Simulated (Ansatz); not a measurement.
## Decaying states in the gap of CaHfCl6

Aim: relax a made-up compound, CaHfCl6, and see how good a tunnel barrier it would be. It is built by putting Hf for Ti, Cl for F in the CaTiF6 structure of space group R-3, with the volume rescaled by atomic radii. The parent structure comes from the Materials Project.

Method: r2SCAN DFT, plane waves, PAW files, in the first sound run; inputs show where later runs differ, in Ansatz 0.2.0.

The structure was built from a prototype and need not be the compound's stable phase.

### 1. The structure

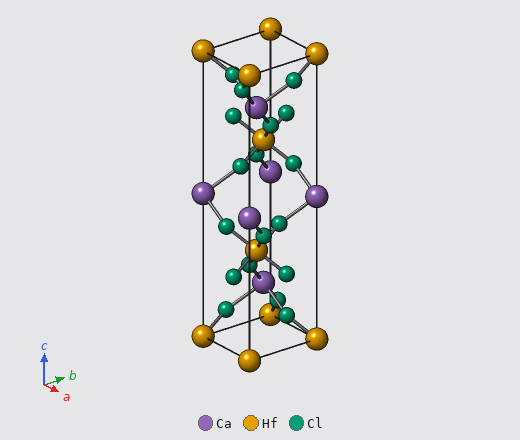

The starting structure, seen slightly off an axis (calcium purple, hafnium orange, chlorine teal). This picture shows the conventional cell, with its axes. Bonds to atoms that aren't drawn are left out. Some periodic images of atoms are drawn too.

### 2. Cell and atoms at rest

The substituted atoms don't fit the parent's cell, so cell and atoms relax together. A small smearing keeps the run stable in case the gap closes on the way.

The input, input.yaml:

```yaml
crystal:
  lattice:
    - [3.3275226387, 1.9211460912, 5.7004334866]
    - [-3.3275226387, 1.9211460912, 5.7004334866]
    - [0.0, -3.8422921824, 5.7004334866]
  atoms:
    - { symbol: Ca, position: [0.5, 0.5, 0.5] }
    - { symbol: Hf, position: [0.0, 0.0, 0.0] }
    - { symbol: Cl, position: [0.86576967, 0.22359795, 0.68340371] }
    - { symbol: Cl, position: [0.22359795, 0.68340371, 0.86576967] }
    - { symbol: Cl, position: [0.31659629, 0.13423033, 0.77640205] }
    - { symbol: Cl, position: [0.77640205, 0.31659629, 0.13423033] }
    - { symbol: Cl, position: [0.13423033, 0.77640205, 0.31659629] }
    - { symbol: Cl, position: [0.68340371, 0.86576967, 0.22359795] }
kpoints:
  mp_grid: { grid: [4, 4, 4] }
scf:
  occupations: { method: gaussian, width: 0.03 }
hamiltonian:
  xc: r2scan
output:
  forces: true
  stress: true
relax:
  f_tol: 0.02
  max_steps: 60
  cell: {}
```

Command:

```
$ ansatz run input.yaml --threads 2 --pin off --max-ram 4096MiB --backend cpu --events-out ev --progress --plain --runs-dir out
```

Numbers of over 12 decimals in the logs are rounded to 6 here.

Output:

```text
Engine: ansatz 0.2.0, aarch64-unknown-linux-gnu
Pseudopotentials: kind: paw
Pseudopotential: Ca, paw, valence charge 10, recommended cutoff 500 eV (meta_gga), Ca.paw.azcp
Pseudopotential: Hf, paw, valence charge 26, recommended cutoff 500 eV (meta_gga), Hf.paw.azcp
Pseudopotential: Cl, paw, valence charge 7, recommended cutoff 500 eV (meta_gga), Cl.paw.azcp
Functional definition: r2SCAN
  parameter k0 = 0.174
  parameter k1 = 0.065
  parameter a1 = 4.9479
  exchange = r2scan_x(k0 = k0, k1 = k1, a1 = a1)
  correlation = r2scan_c
Crystal: 8 atoms, lattice volume = 218.645 Å³
Basis set: ecut = 500 eV, 5571 PW (Γ), exchange–correlation on 216×216×216 points (64 copies of the dense FFT grid, shifted against one another)
Bands: 47, of which v1, the nominal top of the filled ones, is band 39 counted from 1 (38 counted from 0)
Symmetry: 6 space group operations
Space group: R-3 (ITA 148), of the structure as read, at distance tolerance 6.0e-5 Å
k-points: 14 of 64
Non-local potential: Ca, projectors of the file, l = 0: 3, l = 1: 2, l = 2: 2
Non-local potential: Hf, projectors of the file, l = 0: 3, l = 1: 2, l = 2: 2, l = 3: 3
Non-local potential: Cl, projectors of the file, l = 0: 2, l = 1: 2, l = 2: 2
PAW form: soft (Blöchl's): semilocal exchange-correlation on the pseudo side does not see the compensation charge
PAW frozen core: Ca, regenerated for the run's functional (the file was generated under x = pbe(κ = 0.804, μ = 0.219515), c = pbe(β = 0.066725))
PAW frozen core: Hf, regenerated for the run's functional (the file was generated under x = pbe(κ = 0.804, μ = 0.219515), c = pbe(β = 0.066725))
PAW frozen core: Cl, regenerated for the run's functional (the file was generated under x = pbe(κ = 0.804, μ = 0.219515), c = pbe(β = 0.066725))
PAW one-centre angular grid: Ca, 302 points (default); XC on 160 Gauss nodes
PAW one-centre angular grid: Hf, 974 points (default); XC on 160 Gauss nodes
PAW one-centre angular grid: Cl, 302 points (default); XC on 160 Gauss nodes
Initial density: superposition of atomic densities (neutral atoms: chi_scale 0, normalization atom), corrected by the library's trained network
Initial wavefunctions: pseudopotential atomic-orbital guess
Functional: x = r2scan, c = r2scan; τ floored in thin density (d = 2e-4 eV/Å³)
SCF iter   1: F=—  HF=-24071.994510 eV  |F-HF|=—  |Δ(HF+E_count)|=         —  Δρ=5.34e-3  dr2=4.72e-2  dr2_τ=9.11e-2  ethr=1.77e-3  ⟨swp⟩=10.1  Hψ=3150  notcnv=0  defer=1
preconditioner: auto → Resta (q_TF=auto, 2.298 Å⁻¹)  ε∞=3.2  [insulator: Δε(μ)=4.705 eV  Ē_g=13.901 eV  σ=0.030 eV  W_gap=1.00  n_scr=52 (ndim 8)  ℏωp=20.7 eV  f_vac=0.202  D(μ)=0.00/eV (n_scr^D=0)  ε∞_Penn≈3.2]
SCF iter   2: F=—  HF=-24072.078114 eV  |F-HF|=—  |Δ(HF+E_count)|=   8.36e-2  Δρ=2.60e-3  dr2=1.22e-2  dr2_τ=1.33e-3  ethr=6.06e-5  ⟨swp⟩=3.0  Hψ=1478  notcnv=0  defer=27
SCF iter   3: F=—  HF=-24072.073304 eV  |F-HF|=—  |Δ(HF+E_count)|=   4.81e-3  Δρ=1.59e-3  dr2=3.93e-3  dr2_τ=1.73e-4  ethr=1.56e-5  ⟨swp⟩=2.0  Hψ=1065  notcnv=0  defer=27
SCF iter   4: F=—  HF=-24072.072692 eV  |F-HF|=—  |Δ(HF+E_count)|=   6.11e-4  Δρ=6.07e-4  dr2=7.03e-4  dr2_τ=5.88e-5  ethr=5.03e-6  ⟨swp⟩=2.4  Hψ=1192  notcnv=0  defer=27
SCF iter   5: F=—  HF=-24072.072674 eV  |F-HF|=—  |Δ(HF+E_count)|=   1.82e-5  Δρ=1.22e-4  dr2=5.20e-5  dr2_τ=1.77e-6  ethr=9.01e-7  ⟨swp⟩=2.0  Hψ=1027  notcnv=0  defer=27
SCF iter   6: F=—  HF=-24072.072521 eV  |F-HF|=—  |Δ(HF+E_count)|=   1.54e-4  Δρ=2.36e-5  dr2=2.95e-6  dr2_τ=1.31e-7  ethr=6.67e-8  ⟨swp⟩=2.0  Hψ=1172  notcnv=0  defer=27
SCF iter   7: F=—  HF=-24072.072523 eV  |F-HF|=—  |Δ(HF+E_count)|=   2.41e-6  Δρ=5.92e-6  dr2=2.09e-7  dr2_τ=6.00e-9  ethr=3.78e-9  ⟨swp⟩=2.0  Hψ=883  notcnv=0  defer=27
SCF iter   8: F=-24072.072523 eV  HF=-24072.072523 eV  |F-HF|=1.52e-8  |Δ(HF+E_count)|=   3.47e-7  Δρ=1.59e-6  dr2=9.29e-9  dr2_τ=4.51e-10  ethr=1.28e-10  ⟨swp⟩=4.1  Hψ=2241  notcnv=0
SCF 1 converged in 8 iterations: F = -24072.072523 eV  dr2 = 9.29e-9
  greatest PAW one-centre occupation: 0.998 electrons in one spin orbital (limit 2), on the Hf atom at site 1 (counted from 0), in its partial waves of l = 3
relax step   1: F+E_penalty+E_count = -24072.07252344 eV  Δ(F+E_penalty+E_count) = +0.000e0 eV  max|allowed force component| = 3.337e0 eV/Å  Δτ_max = 0.0000 Å  P = +14.398 GPa  Ω = 218.645 Å³  (8 SCF iters, dr2 threshold 1.00e-7 eV, accepted)
Crystal: 8 atoms, lattice volume = 245.208 Å³
Basis set: ecut = 500 eV, 6177 PW (Γ), exchange–correlation on 216×216×216 points (64 copies of the dense FFT grid, shifted against one another)
Initial density: handed on by an earlier stage of this run
Initial wavefunctions: those handed on with the density
SCF iter   1: F=—  HF=-24073.465047 eV  |F-HF|=—  |Δ(HF+E_count)|=         —  Δρ=1.75e-2  dr2=2.86e0  dr2_τ=3.68e0  ethr=3.10e-3  ⟨swp⟩=10.4  Hψ=2959  notcnv=0
preconditioner: auto → Resta (q_TF=auto, 2.254 Å⁻¹)  ε∞=3.1  [insulator: Δε(μ)=5.446 eV  Ē_g=13.377 eV  σ=0.030 eV  W_gap=1.00  n_scr=58 (ndim 8)  ℏωp=19.6 eV  f_vac=0.225  D(μ)=0.00/eV (n_scr^D=0)  ε∞_Penn≈3.1]
SCF iter   2: F=—  HF=-24074.426382 eV  |F-HF|=—  |Δ(HF+E_count)|=   9.61e-1  Δρ=6.02e-3  dr2=1.50e-1  dr2_τ=4.33e-2  ethr=3.10e-3  ⟨swp⟩=3.9  Hψ=1282  notcnv=0  defer=41
SCF iter   3: F=—  HF=-24074.374515 eV  |F-HF|=—  |Δ(HF+E_count)|=   5.19e-2  Δρ=3.09e-3  dr2=5.26e-2  dr2_τ=9.03e-4  ethr=1.92e-4  ⟨swp⟩=2.4  Hψ=1074  notcnv=0  defer=41
SCF iter   4: F=—  HF=-24074.360421 eV  |F-HF|=—  |Δ(HF+E_count)|=   1.41e-2  Δρ=1.13e-3  dr2=6.56e-3  dr2_τ=4.80e-4  ethr=6.74e-5  ⟨swp⟩=3.1  Hψ=1279  notcnv=0  defer=41
SCF iter   5: F=—  HF=-24074.360124 eV  |F-HF|=—  |Δ(HF+E_count)|=   2.96e-4  Δρ=4.40e-4  dr2=8.53e-4  dr2_τ=3.11e-5  ethr=8.41e-6  ⟨swp⟩=2.0  Hψ=1029  notcnv=0  defer=41
SCF iter   6: F=—  HF=-24074.360671 eV  |F-HF|=—  |Δ(HF+E_count)|=   5.46e-4  Δρ=9.31e-5  dr2=2.92e-5  dr2_τ=9.74e-7  ethr=1.09e-6  ⟨swp⟩=2.0  Hψ=1173  notcnv=0  defer=41
SCF iter   7: F=—  HF=-24074.360568 eV  |F-HF|=—  |Δ(HF+E_count)|=   1.03e-4  Δρ=3.39e-5  dr2=4.70e-6  dr2_τ=3.82e-7  ethr=3.74e-8  ⟨swp⟩=2.1  Hψ=1202  notcnv=0  defer=41
SCF iter   8: F=-24074.360572 eV  HF=-24074.360572 eV  |F-HF|=5.68e-7  |Δ(HF+E_count)|=   3.70e-6  Δρ=9.44e-6  dr2=3.61e-7  dr2_τ=2.73e-8  ethr=1.03e-9  ⟨swp⟩=5.3  Hψ=2886  notcnv=0
SCF 2 converged in 8 iterations: F = -24074.360572 eV  dr2 = 3.61e-7
  greatest PAW one-centre occupation: 0.999 electrons in one spin orbital (limit 2), on the Hf atom at site 1 (counted from 0), in its partial waves of l = 3
[...]
SCF iter   2: F=—  HF=-24074.495800 eV  |F-HF|=—  |Δ(HF+E_count)|=   3.64e-1  Δρ=2.38e-3  dr2=9.27e-3  dr2_τ=1.08e-3  ethr=1.09e-4  ⟨swp⟩=3.4  Hψ=1388  notcnv=0  defer=2
SCF iter   3: F=—  HF=-24074.495982 eV  |F-HF|=—  |Δ(HF+E_count)|=   1.82e-4  Δρ=7.96e-4  dr2=1.07e-3  dr2_τ=1.28e-4  ethr=1.19e-5  ⟨swp⟩=2.0  Hψ=1088  notcnv=0  defer=2
SCF iter   4: F=—  HF=-24074.496334 eV  |F-HF|=—  |Δ(HF+E_count)|=   3.52e-4  Δρ=3.46e-4  dr2=2.09e-4  dr2_τ=1.60e-5  ethr=1.38e-6  ⟨swp⟩=2.0  Hψ=1160  notcnv=0  defer=2
SCF iter   5: F=—  HF=-24074.496287 eV  |F-HF|=—  |Δ(HF+E_count)|=   4.63e-5  Δρ=1.32e-4  dr2=3.38e-5  dr2_τ=2.63e-6  ethr=2.67e-7  ⟨swp⟩=2.0  Hψ=1159  notcnv=0  defer=2
SCF iter   6: F=—  HF=-24074.496316 eV  |F-HF|=—  |Δ(HF+E_count)|=   2.84e-5  Δρ=2.75e-5  dr2=1.46e-6  dr2_τ=6.27e-8  ethr=4.34e-8  ⟨swp⟩=2.0  Hψ=1173  notcnv=0  defer=2
SCF iter   7: F=-24074.496319 eV  HF=-24074.496318 eV  |F-HF|=1.64e-7  |Δ(HF+E_count)|=   2.62e-6  Δρ=4.73e-6  dr2=7.33e-8  dr2_τ=5.08e-9  ethr=1.03e-9  ⟨swp⟩=5.0  Hψ=2813  notcnv=0
SCF 3 converged in 7 iterations: F = -24074.496319 eV  dr2 = 7.33e-8
relax step   3: F+E_penalty+E_count = -24074.49631862 eV  Δ(F+E_penalty+E_count) = -1.357e-1 eV  max|allowed force component| = 1.535e-1 eV/Å  Δτ_max = 0.1166 Å  P = -1.239 GPa  Ω = 241.232 Å³  energy of the carried Pulay correction = -2.015e-3 eV  (7 SCF iters, dr2 threshold 8.00e-7 eV, accepted)
[...]
relax step   4: F+E_penalty+E_count = -24074.54489806 eV  Δ(F+E_penalty+E_count) = -4.858e-2 eV  max|allowed force component| = 1.785e-1 eV/Å  Δτ_max = 0.1597 Å  P = -0.561 GPa  Ω = 227.038 Å³  energy of the carried Pulay correction = -7.725e-4 eV  (7 SCF iters, dr2 threshold 8.00e-7 eV, accepted)
[...]
relax step   5: F+E_penalty+E_count = -24074.58830429 eV  Δ(F+E_penalty+E_count) = -4.341e-2 eV  max|allowed force component| = 1.186e-1 eV/Å  Δτ_max = 0.1418 Å  P = +0.116 GPa  Ω = 214.398 Å³  energy of the carried Pulay correction = +4.024e-4 eV  (7 SCF iters, dr2 threshold 8.00e-7 eV, accepted)
[...]
relax step   6: F+E_penalty+E_count = -24074.60425550 eV  Δ(F+E_penalty+E_count) = -1.595e-2 eV  max|allowed force component| = 7.874e-2 eV/Å  Δτ_max = 0.0764 Å  P = +0.140 GPa  Ω = 219.232 Å³  energy of the carried Pulay correction = -5.497e-5 eV  (7 SCF iters, dr2 threshold 8.00e-7 eV, accepted)
[...]
relax step   7: F+E_penalty+E_count = -24074.61084451 eV  Δ(F+E_penalty+E_count) = -6.589e-3 eV  max|allowed force component| = 1.286e-2 eV/Å  Δτ_max = 0.0314 Å  P = -0.048 GPa  Ω = 217.014 Å³  energy of the carried Pulay correction = +1.536e-4 eV  (7 SCF iters, dr2 threshold 3.88e-7 eV, accepted)
[...]
relax step   8: F+E_penalty+E_count = -24074.61108426 eV  Δ(F+E_penalty+E_count) = -2.397e-4 eV  max|allowed force component| = 7.287e-4 eV/Å  Δτ_max = 0.0047 Å  P = +0.002 GPa  Ω = 216.629 Å³  energy of the carried Pulay correction = +1.901e-4 eV  (6 SCF iters, dr2 threshold 9.71e-9 eV, accepted)
Initial wavefunctions: pseudopotential atomic-orbital guess (no wavefunctions were taken with the density)
iter 1 solved again at ethr=1.27e-7 eV; its pass at ethr=3.10e-3 eV (dr2=9.93e-5 eV) is discarded
SCF iter   1: F=—  HF=-24074.611052 eV  |F-HF|=—  |Δ(HF+E_count)|=         —  Δρ=6.47e-5  dr2=6.49e-7  dr2_τ=3.67e-6  ethr=1.27e-7  ⟨swp⟩=3.5  Hψ=5131  notcnv=0
preconditioner: auto → Resta (q_TF=auto, 2.301 Å⁻¹)  ε∞=3.4  [insulator: Δε(μ)=4.507 eV  Ē_g=13.402 eV  σ=0.030 eV  W_gap=1.00  n_scr=52 (ndim 8)  ℏωp=20.8 eV  f_vac=0.087  D(μ)=0.00/eV (n_scr^D=0)  ε∞_Penn≈3.4]
SCF iter   2: F=—  HF=-24074.610965 eV  |F-HF|=—  |Δ(HF+E_count)|=   8.69e-5  Δρ=3.38e-5  dr2=1.82e-7  dr2_τ=6.14e-7  ethr=8.32e-10  ⟨swp⟩=2.0  Hψ=1150  notcnv=0
SCF iter   3: F=—  HF=-24074.610971 eV  |F-HF|=—  |Δ(HF+E_count)|=   5.86e-6  Δρ=2.25e-6  dr2=7.78e-9  dr2_τ=1.76e-9  ethr=2.33e-10  ⟨swp⟩=2.0  Hψ=1190  notcnv=0
SCF iter   4: F=—  HF=-24074.610971 eV  |F-HF|=—  |Δ(HF+E_count)|=   4.87e-9  Δρ=8.07e-7  dr2=4.19e-10  dr2_τ=3.41e-10  ethr=9.97e-12  ⟨swp⟩=2.1  Hψ=1129  notcnv=0
SCF iter   5: F=—  HF=-24074.610971 eV  |F-HF|=—  |Δ(HF+E_count)|=   2.94e-9  Δρ=3.62e-7  dr2=9.02e-11  dr2_τ=9.46e-11  ethr=1.00e-12  ⟨swp⟩=5.0  Hψ=2445  notcnv=0
SCF iter   6: F=-24074.610971 eV  HF=-24074.610971 eV  |F-HF|=1.82e-11  |Δ(HF+E_count)|=   1.16e-9  Δρ=7.10e-8  dr2=1.38e-11  dr2_τ=2.97e-12  ethr=1.00e-12  ⟨swp⟩=4.0  Hψ=2056  notcnv=0
SCF 9 converged in 6 iterations: F = -24074.610971 eV  dr2 = 1.38e-11
relax step   9: F+E_penalty+E_count = -24074.61097079 eV  Δ(F+E_penalty+E_count) = +1.135e-4 eV  max|allowed force component| = 8.008e-4 eV/Å  Δτ_max = 0.0000 Å  P = +0.001 GPa  Ω = 216.629 Å³  stress off target by 7.13e-3 GPa  SCF on the basis re-selected at this cell (its energy is not comparable with the rows above)  (6 SCF iters)
basis re-selected at this cell: Δ(F+E_penalty+E_count) = +1.135e-4 eV, ΔP = -0.001 GPa vs the last step (what re-selecting the basis moved, of the pressure what is left beyond the Pulay correction that the steps carried, after the strain that the cell walked since its last selection, with what the two solves' SCF thresholds leave and, on support functions, any second-order correction that the steps lacked; it is no m [...]
SCF converged after 6 iterations
Free energy (F): -24074.610971 eV
Harris-Foulkes:  -24074.610971 eV  (|F-HF|=1.82e-11)
Internal energy: -24074.610971 eV  (E = F + TS)
E sigma→0 (E₀):  -24074.610971 eV
Fermi energy:    4.410509 eV
--- Per-component energies (eV) ---
  E_band       = -712.996860
  E_kinetic    = 1659.405958
  E_local      = -11206.743792  (includes V_loc(G=0)·N_el)
  E_nonlocal   = -1015.350347
  E_hartree    = 4841.089151
  E_xc         = -1043.815956
  E_vxc        = -1293.644596  (∫ρ·V_xc dr)
  E_paw        = -11813.187582  (= ΣΔE_a)
  E_vpaw       = 1392.717083  (= ΣTr[D̂ρ^β])
  E_aug_tail   = 0.000212  (compensation charges beyond the density's cutoff)
  E_vtau       = 68.440317  (kinetic-family band-sum trace: ∫τ·v_τ [+ j·A + Jᵃ·Aᵃ] dr)
  E_ewald      = -5495.291030
  E_core_change = -0.717584  (= ΣΔE_core)
  E_smearing   = -0.000000  (= −TS)
  E_closure    = -0.000000  (closes the sum)
  Σ components = -24074.610971   (vs F -24074.610971, Δ=0.00e0)
--- Forces (eV/Å), atoms counted from 1 ---
  atom   1  Ca     0.00000000    -0.00000000    -0.00000000
  atom   2  Hf     0.00000000    -0.00000000     0.00000000
  atom   3  Cl     0.00035457     0.00049321     0.00080078
  atom   4  Cl     0.00024985    -0.00055367     0.00080078
  atom   5  Cl     0.00060441    -0.00006046    -0.00080078
  atom   6  Cl    -0.00024985     0.00055367    -0.00080078
  atom   7  Cl    -0.00035457    -0.00049321    -0.00080078
  atom   8  Cl    -0.00060441     0.00006046     0.00080078
  max |Σ_I F_I| component: 5.64e-18 eV/Å
--- Stress (GPa, compression-positive) ---
       -0.001963       0.000000      -0.000000
       -0.000000      -0.001963       0.000000
       -0.000000       0.000000       0.007127
  P = ⅓ Tr σ = 0.0011 GPa (0.011 kbar)
--- Relaxed structure (8 steps of the walk, 8 accepted, 1 SCFs on fresh bases) ---
  F+E_penalty+E_count = -24074.61097079 eV   max|allowed force component| = 8.008e-4 eV/Å   (the final SCF, on the basis selected at the relaxed cell)
  cell:  # Å, volume = 216.6291 Å³
    - [3.238329, 1.869650, 5.963266]
    - [-3.238329, 1.869650, 5.963266]
    - [-7.874769119356302e-18, -3.739301, 5.963266]
  atoms:
    - { symbol: Ca, position: [0.500000, 0.500000, 0.500000] }
    - { symbol: Hf, position: [7.496637521540265e-19, 7.496637521540265e-19, -5.483452895044476e-19] }
    - { symbol: Cl, position: [0.926358, 0.229168, 0.608031] }
    - { symbol: Cl, position: [0.229168, 0.608031, 0.926358] }
    - { symbol: Cl, position: [0.391969, 0.073642, 0.770832] }
    - { symbol: Cl, position: [0.770832, 0.391969, 0.073642] }
    - { symbol: Cl, position: [0.073642, 0.770832, 0.391969] }
    - { symbol: Cl, position: [0.608031, 0.926358, 0.229168] }
```

Run time: 71 s. Hardware: 2 threads of Arm Neoverse V2, shared host; peak memory 1.2 GiB; 2.3 min of CPU time.

Step by step:

```csv
step,energy less that of the first step (eV),largest force component (eV/Å),pressure (GPa),volume (Å³)
1,0.0000,3.3369,14.40,218.65
2,-2.2880,0.5583,-1.32,245.21
3,-2.4238,0.1535,-1.24,241.23
4,-2.4724,0.1785,-0.56,227.04
5,-2.5158,0.1186,0.12,214.40
6,-2.5317,0.0787,0.14,219.23
7,-2.5383,0.0129,-0.05,217.01
8,-2.5386,0.0007,0.00,216.63
9*,-2.5384,0.0008,0.00,216.63
```

Relaxation steps marked * repeat the geometry before them on a plane-wave basis chosen anew for their cell, so energy and pressure can jump there.

Forces are held to the 6 operations that the run works with; a distortion that breaks them can't arise in this run.

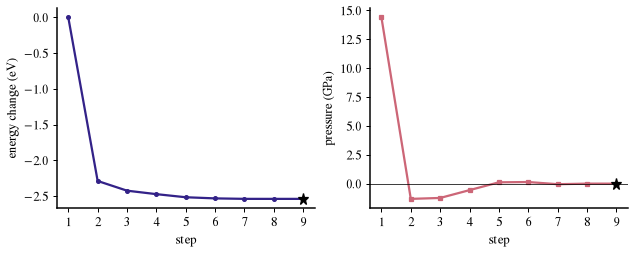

Energy and pressure along the relaxation. Stars mark steps on a basis chosen anew.

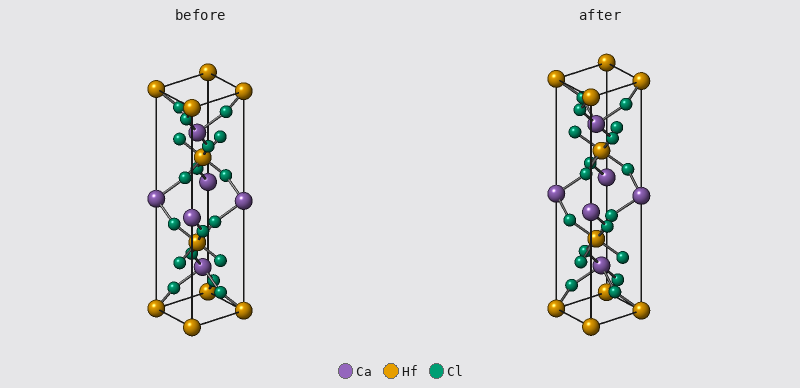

Before and after, at one scale. Bonds to atoms that aren't drawn are left out.

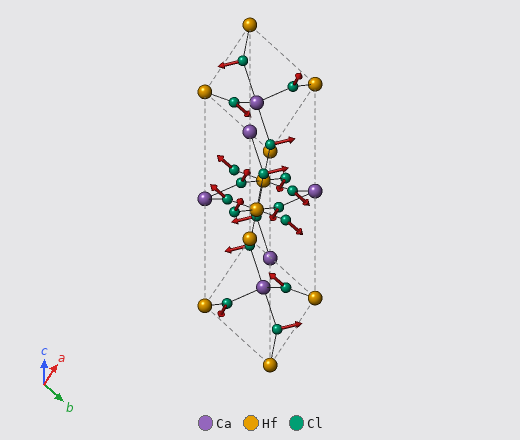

Displacements in the relaxation, exaggerated, measured against the changing cell; the longest in the cell stands for 0.45 Å. Bonds to atoms that aren't drawn are left out. Some periodic images of atoms are drawn too.

| conventional cell, symmetrised | before | after | change |
| --- | --- | --- | --- |
| a (Å) | 6.655 | 6.477 | -2.7 % |
| b (Å) | 6.655 | 6.477 | -2.7 % |
| c (Å) | 17.101 | 17.890 | +4.6 % |
| volume (Å³/atom) | 27.33 | 27.08 | -0.9 % |

The atoms that moved most (Å, as changes of fractional coordinates times the final cell):

```
atom      dx      dy      dz  length
 Cl5   0.440   0.048   0.055   0.446
 Cl3   0.178   0.406  -0.055   0.446
 Cl6  -0.262   0.357   0.055   0.446
 Cl4   0.262  -0.357  -0.055   0.446
 Cl8  -0.440  -0.048  -0.055   0.446
 Cl7  -0.178  -0.406   0.055   0.446
```

The relaxed structure:

```cif
data_structure
_symmetry_space_group_name_H-M 'P 1'
_symmetry_Int_Tables_number 1
_cell_length_a 7.0387
_cell_length_b 7.0387
_cell_length_c 7.0387
_cell_angle_alpha 54.784
_cell_angle_beta 54.784
_cell_angle_gamma 54.784
_cell_volume 216.63
loop_
_atom_site_label
_atom_site_type_symbol
_atom_site_fract_x
_atom_site_fract_y
_atom_site_fract_z
_atom_site_occupancy
Ca1 Ca 0.50000 0.50000 0.50000 1
Hf2 Hf 0.00000 0.00000 0.00000 1
Cl3 Cl 0.92636 0.22917 0.60803 1
Cl4 Cl 0.22917 0.60803 0.92636 1
Cl5 Cl 0.39197 0.07364 0.77083 1
Cl6 Cl 0.77083 0.39197 0.07364 1
Cl7 Cl 0.07364 0.77083 0.39197 1
Cl8 Cl 0.60803 0.92636 0.22917 1
```

This step gave:

| Property | Result |
| --- | --- |
| free energy | -24074.6110 eV |
| Fermi energy | 4.411 eV |
| pressure | 0.001067 GPa |

The largest force component on a free atom ends at 8.0e-4 eV/Å.

[end of part 1 of 3]

[Logs are printed without paths, hosts, clocks, repeated set-up lines and the standing remarks that a program may print on its own settings, such as how far it seeks lower states.]

[Hosts, paths, dates, database ids (printed as entryN), source tags and the programs' standing remarks are cut or masked in the printed files.]
